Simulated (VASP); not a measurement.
# Ta: surface energy and work function by face

How do surface energy, work function and relaxation of Ta depend on the face?

Method: PBE; plane waves and PAW (Ta), in VASP 6.6.1.

## 1. Set-up

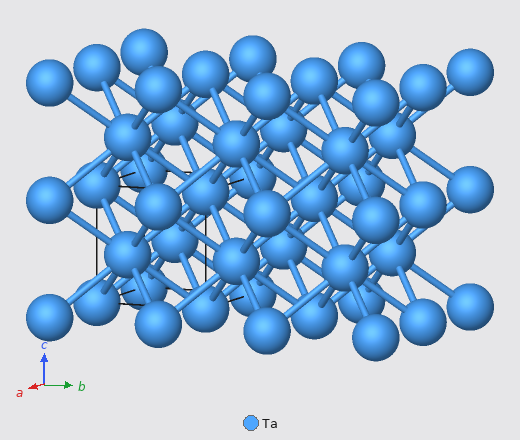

Start, viewed slightly off an axis; tantalum blue. 2×3×2 cells are drawn. This picture shows the conventional cell, with its axes. Some periodic images of atoms are drawn too.

As a file:

```cif
data_structure
_symmetry_space_group_name_H-M 'Im-3m'
_symmetry_Int_Tables_number 229
_cell_length_a 3.3100
_cell_length_b 3.3100
_cell_length_c 3.3100
_cell_angle_alpha 90.000
_cell_angle_beta 90.000
_cell_angle_gamma 90.000
_cell_volume 36.26
loop_
_atom_site_label
_atom_site_type_symbol
_atom_site_symmetry_multiplicity
_atom_site_Wyckoff_symbol
_atom_site_fract_x
_atom_site_fract_y
_atom_site_fract_z
_atom_site_occupancy
Ta1 Ta 2 a 0.00000 0.00000 0.00000 1
```

## 2. The bulk reference, job relaxation, k-mesh 16×16×16

The bulk crystal is relaxed first, so that the slabs are cut at this functional's lattice.

File INCAR:

```
SYSTEM = Ta
PREC = Accurate
ENCUT = 420
EDIFF = 1E-06
NELM = 120
ISMEAR = 1
SIGMA = 0.15
LREAL = .FALSE.
ALGO = Normal
GGA = PE
NBANDS = 8
LASPH = .TRUE.
LORBIT = 11
LWAVE = .FALSE.
LCHARG = .FALSE.
KPAR = 4
IBRION = 2
NSW = 30
ISIF = 3
EDIFFG = -0.01
POTIM = 0.4
```

File POSCAR:

```
Ta
1.0
   -1.6550000000      1.6550000000      1.6550000000
    1.6550000000     -1.6550000000      1.6550000000
    1.6550000000      1.6550000000     -1.6550000000
Ta
1
Direct
    0.0000000000      0.0000000000      0.0000000000
```

File KPOINTS:

```
Automatic mesh
0
Gamma
16 16 16
0 0 0
```

Potentials, in the order of the species: Ta (PBE family, release 64).

Started as:

```bash
> mpirun -np 4 vasp_std
```

Output:

```text
[banner, memory and clock lines left out]
running    4 mpi-ranks, on    1 nodes
 distrk:  each k-point on    1 cores,    4 groups
 distr:  one band on    1 cores,    1 groups

 POSCAR found type information on POSCAR Ta
 POSCAR found :  1 types and       1 ions
 LDA part: xc-table for (Slater+PW92), standard interpolation
 POSCAR, INCAR and KPOINTS ok, starting setup
 FFT: planning ... GRIDC
 FFT: planning ... GRID_SOFT
 FFT: planning ... GRID
 WAVECAR not read
 entering main loop
       N       E                     dE             d eps       ncg     rms          rms(c)
DAV:   1    -0.376959091825E+01   -0.37696E+01   -0.17228E+03  2408   0.379E+02
DAV:   2    -0.123198318220E+02   -0.85502E+01   -0.81552E+01  3448   0.577E+01
DAV:   3    -0.123553841783E+02   -0.35552E-01   -0.35451E-01  2568   0.503E+00
DAV:   4    -0.123554070470E+02   -0.22869E-04   -0.22869E-04  3672   0.102E-01
DAV:   5    -0.123554070524E+02   -0.53472E-08   -0.51780E-08  2624   0.110E-03    0.133E+01
DAV:   6    -0.120157517536E+02    0.33966E+00   -0.20935E-01  3032   0.259E+00    0.662E+00
DAV:   7    -0.118599947305E+02    0.15576E+00   -0.30663E-01  2984   0.303E+00    0.460E-01
DAV:   8    -0.118593336408E+02    0.66109E-03   -0.10703E-03  3128   0.268E-01    0.113E-01
DAV:   9    -0.118591051906E+02    0.22845E-03   -0.34438E-04  3048   0.947E-02    0.272E-02
DAV:  10    -0.118591011829E+02    0.40078E-05   -0.16288E-05  3248   0.251E-02    0.184E-02
DAV:  11    -0.118591002822E+02    0.90070E-06   -0.70969E-07  2184   0.527E-03
   1 F= -.11859100E+02 E0= -.11858693E+02  d E =-.118591E+02
 curvature:   0.00 expect dE= 0.000E+00 dE for cont linesearch  0.000E+00
 trial: gam= 0.00000 g(F)=  0.597E-64 g(S)=  0.164E-06 ort = 0.000E+00 (trialstep = 0.100E+01)
 search vector abs. value=  0.164E-06
 reached required accuracy - stopping structural energy minimisation
```

Wall time 4.6 s (4 MPI ranks of Intel Xeon Platinum 8259CL at 2.50GHz (Skylake/Cascade Lake), shared host); peak memory 0.53 GiB; 16 s of CPU time.

Lines that name or quote the potential files are left out of all logs, and their timing lines are given in words.

OUTCAR, selected parts (step 2):

```text
ion  position               nearest neighbor table
   1  0.000  0.000  0.000-

  LATTYP: Found a body centered cubic cell.
 ALAT       =     3.3100000000

 Subroutine GETGRP returns: Found 48 space group operations
 (whereof 48 operations were pure point group operations)

The static configuration has the point symmetry O_h .

 Found    145 irreducible k-points:

   k-points           NKPTS =    145   k-points in BZ     NKDIM =    145   number of bands    NBANDS=      8

   dimension x,y,z NGX =    20 NGY =   20 NGZ =   20
   dimension x,y,z NGXF=    40 NGYF=   40 NGZF=   40

   ENCUT  =  420.0 eV  30.87 Ry    5.56 a.u.   4.79  4.79  4.79*2*pi/ulx,y,z

   NELECT =       5.0000    total number of electrons

 k-points in reciprocal lattice and weights: Automatic mesh
   0.00000000  0.00000000  0.00000000       0.000
   0.06250000  0.00000000  0.00000000       0.003
   0.12500000  0.00000000  0.00000000       0.003
   0.18750000  0.00000000  0.00000000       0.003
   0.25000000  0.00000000  0.00000000       0.003
   0.31250000  0.00000000  0.00000000       0.003
   0.37500000  0.00000000  0.00000000       0.003
   0.43750000  0.00000000  0.00000000       0.003
   0.50000000  0.00000000  0.00000000       0.001
[...]
0.50000000  0.50000000  0.43750000       0.003
   0.50000000  0.50000000  0.50000000       0.000

 average (electrostatic) potential at core
       1 -35.0420

 E-fermi :   5.6777

 k-point     1 :       0.0000    0.0000    0.0000
  band No.  band energies     occupation
      1      -2.1788      2.00000
      2       6.4299     -0.00000
      3       6.4299     -0.00000
      4       6.4299     -0.00000
      5       9.6753      0.00000
      6       9.6753      0.00000
    ...

 k-point     2 :       0.0625    0.0000    0.0000
  band No.  band energies     occupation
      1      -2.0092      2.00000
      2       6.3173     -0.00000
      3       6.3972     -0.00000
      4       6.5992     -0.00000
      5       9.4931      0.00000
      6       9.6756      0.00000
    ...

 k-point     3 :       0.1250    0.0000    0.0000
  band No.  band energies     occupation
      1      -1.5205      2.00000
      2       6.0136     -0.00684
      3       6.2520     -0.00000
      4       7.1006     -0.00000
      5       9.1479      0.00000
      6       9.6885      0.00000
    ...

  Total        0.0011893      0.0011893      0.0011893      0.0000000      0.0000000     -0.0000000
  in kB        0.1050910      0.1050910      0.1050910      0.0000000      0.0000000     -0.0000000
  external PRESSURE =       0.1050910 kB  Pullay stress =       0.0000000 kB

  energy-cutoff  :      420.00
  volume of cell :       18.13
      direct lattice vectors                 reciprocal lattice vectors
    -1.655000000  1.655000000  1.655000000     0.000000000  0.302114804  0.302114804
     1.655000000 -1.655000000  1.655000000     0.302114804  0.000000000  0.302114804
     1.655000000  1.655000000 -1.655000000     0.302114804  0.302114804  0.000000000

 POSITION                                       TOTAL-FORCE (eV/Angst)
 -----------------------------------------------------------------------------------
      0.00000      0.00000      0.00000         0.000000      0.000000     -0.000000
 -----------------------------------------------------------------------------------
    total drift:                                0.000000      0.000000     -0.000000

  FREE ENERGIE OF THE ION-ELECTRON SYSTEM (eV)
  ---------------------------------------------------
  free  energy   TOTEN  =       -11.8591002822 eV

  energy  without entropy=      -11.8578771876  energy(sigma->0) =      -11.85869258

 reached required accuracy - stopping structural energy minimisation

 total charge
# of ion       s       p       d       tot
------------------------------------------
    1        0.710   0.708   3.330   4.748

[... 3 further parts left out ...]
```

CONTCAR:

```
Ta
   1.00000000000000
    -1.6550000000000000    1.6550000000000000    1.6550000000000000
     1.6550000000000000   -1.6550000000000000    1.6550000000000000
     1.6550000000000000    1.6550000000000000   -1.6550000000000000
  Ta
     1
Direct
     0.0000000000000000    0.0000000000000000    0.0000000000000000
```

This run has no spin polarisation. Its electron count is odd, so without a moment it is a metal by construction. The data set Ta keeps the semicore shell frozen, which is cheaper and a little less accurate. The run keeps the 48 symmetry operations of its start, so it cannot find a distortion of lower symmetry.

Little changed from the start: no atom moved by 0.005 Å and no cell edge by 0.1 %.

Numbers from this step:

- electronic cycles: 11
- electrons: 5
- free energy (TOTEN): -11.86 eV
- energy at zero smearing: -11.86 eV
- Fermi energy: 5.678 eV
- metallic: yes

The start already met the threshold, so nothing moved.

Energy at zero smearing: -11.85869 eV.

## 3. The bulk reference, job self-consistent run, k-mesh 20×20×20

File INCAR:

```
SYSTEM = Ta
PREC = Normal
ENCUT = 320
EDIFF = 1E-06
NELM = 120
ISMEAR = 1
SIGMA = 0.15
LREAL = .FALSE.
ALGO = Fast
GGA = PE
NBANDS = 8
LASPH = .TRUE.
LORBIT = 11
LWAVE = .FALSE.
LCHARG = .FALSE.
KPAR = 4
```

POSCAR is that of step 2.

File KPOINTS:

```
Automatic mesh
0
Gamma
20 20 20
0 0 0
```

Started as:

```bash
> mpirun -np 4 vasp_std
```

Output:

```text
[... set-up lines as in an earlier step ...]
 entering main loop
       N       E                     dE             d eps       ncg     rms          rms(c)
DAV:   1    -0.677233126657E+01   -0.67723E+01   -0.14203E+03  4472   0.295E+02
DAV:   2    -0.123332091341E+02   -0.55609E+01   -0.53072E+01  5928   0.453E+01
DAV:   3    -0.123531981311E+02   -0.19989E-01   -0.19972E-01  4680   0.361E+00
DAV:   4    -0.123532127270E+02   -0.14596E-04   -0.14596E-04  6424   0.710E-02
DAV:   5    -0.123532127575E+02   -0.30513E-07   -0.29830E-07  4792   0.109E-03    0.138E+01
RMM:   6    -0.120152460763E+02    0.33797E+00   -0.13074E-01  4186   0.225E+00    0.699E+00
RMM:   7    -0.118604966255E+02    0.15475E+00   -0.23102E-01  4352   0.292E+00    0.517E-01
RMM:   8    -0.118609958010E+02   -0.49918E-03   -0.10765E-02  4524   0.870E-01    0.206E-01
RMM:   9    -0.118610825483E+02   -0.86747E-04   -0.16205E-03  4680   0.254E-01    0.965E-02
RMM:  10    -0.118610914103E+02   -0.88619E-05   -0.44504E-04  4639   0.118E-01    0.675E-02
RMM:  11    -0.118610901004E+02    0.13099E-05   -0.94335E-05  5032   0.544E-02    0.143E-02
RMM:  12    -0.118610921076E+02   -0.20071E-05   -0.24546E-05  5021   0.187E-02    0.278E-02
RMM:  13    -0.118610931931E+02   -0.10855E-05   -0.52812E-06  4463   0.114E-02    0.181E-02
RMM:  14    -0.118610933750E+02   -0.18186E-06   -0.16055E-06  3487   0.432E-03
   1 F= -.11861093E+02 E0= -.11861201E+02  d E =0.322821E-03
```

Wall time 3.8 s (4 MPI ranks); peak memory 0.47 GiB; 13 s of CPU time.

Parts of OUTCAR (step 3):

```text
The static configuration has the point symmetry O_h .

 Found    256 irreducible k-points:

   k-points           NKPTS =    256   k-points in BZ     NKDIM =    256   number of bands    NBANDS=      8

   dimension x,y,z NGX =    14 NGY =   14 NGZ =   14
   dimension x,y,z NGXF=    28 NGYF=   28 NGZF=   28

   ENCUT  =  320.0 eV  23.52 Ry    4.85 a.u.   4.18  4.18  4.18*2*pi/ulx,y,z

   NELECT =       5.0000    total number of electrons

 E-fermi :   5.6765

 k-point     1 :       0.0000    0.0000    0.0000
  band No.  band energies     occupation
      1      -2.1794      2.00000
      2       6.4332     -0.00000
      3       6.4332     -0.00000
      4       6.4332     -0.00000
      5       9.6784      0.00000
      6       9.6784      0.00000
    ...

 k-point     2 :       0.0500    0.0000    0.0000
  band No.  band energies     occupation
      1      -2.0705      2.00000
      2       6.3604     -0.00000
      3       6.4133     -0.00000
      4       6.5416     -0.00000
      5       9.5571      0.00000
      6       9.6783      0.00000
    ...

  Total       -0.0573872     -0.0573872     -0.0573872      0.0000000      0.0000000     -0.0000000
  in kB       -5.0707431     -5.0707431     -5.0707431      0.0000000      0.0000000     -0.0000000
  external PRESSURE =      -5.0707431 kB  Pullay stress =       0.0000000 kB

  energy-cutoff  :      320.00
  volume of cell :       18.13
      direct lattice vectors                 reciprocal lattice vectors
    -1.655000000  1.655000000  1.655000000     0.000000000  0.302114804  0.302114804
     1.655000000 -1.655000000  1.655000000     0.302114804  0.000000000  0.302114804
     1.655000000  1.655000000 -1.655000000     0.302114804  0.302114804  0.000000000

 POSITION                                       TOTAL-FORCE (eV/Angst)
 -----------------------------------------------------------------------------------
      0.00000      0.00000      0.00000         0.000000      0.000000      0.000000
 -----------------------------------------------------------------------------------
    total drift:                               -0.000000     -0.000000     -0.000000

  FREE ENERGIE OF THE ION-ELECTRON SYSTEM (eV)
  ---------------------------------------------------
  free  energy   TOTEN  =       -11.8610933750 eV

  energy  without entropy=      -11.8614161959  energy(sigma->0) =      -11.86120098

 total charge
# of ion       s       p       d       tot
------------------------------------------
    1        0.709   0.705   3.365   4.779

[... 3 parts as in an earlier step ...]

[... 6 further parts left out ...]
```

This step gave:

* electronic cycles: 14
* Fermi energy: 5.676 eV

Energy at zero smearing: -11.86120 eV.

The run ends at a pressure of -0.51 GPa.

(Part 1 of 5 ends here.)

[Lines on the potential files, build, host, timing and source positions are cut from VASP's logs without a mark.]

[Logs are printed without paths, hosts, clocks, repeated set-up lines and the standing remarks that a program may print on its own settings, such as how far it seeks lower states.]

[Hosts, paths, dates, database ids (printed as entryN), source tags and the programs' standing remarks are cut or masked in the printed files.]

[Runs that stopped without an error message from VASP are left out.]
